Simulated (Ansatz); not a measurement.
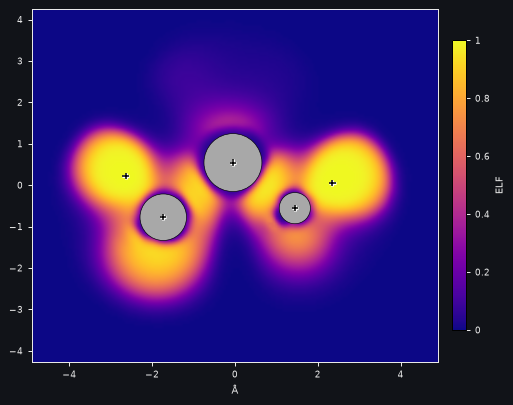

The electron localisation function on a plane through atoms (crosses mark nuclei in the plane; grey discs cover the cores).

Computed with RKS PBE0-D4/def2-TZVPP in Ansatz 0.2.0.

Candidates:
A. Cl₃ITi (SMILES [Cl][Ti]([Cl])([Cl])[I])
B. CH₄NPSi (SMILES N#C[SiH2]P)
C. CH₆S₂Si (SMILES C[SiH](S)S)

**Which system is this?**

Candidate C: CH₆S₂Si on the plane of atoms Si2, S3 and H9, which holds C, Si, S and H. C–Si (1.86 Å): the ELF peaks at about 0.95 between the atoms (a covalent bond). Si–S (2.14 Å): the ELF peaks at about 0.90 between the atoms (a covalent bond).
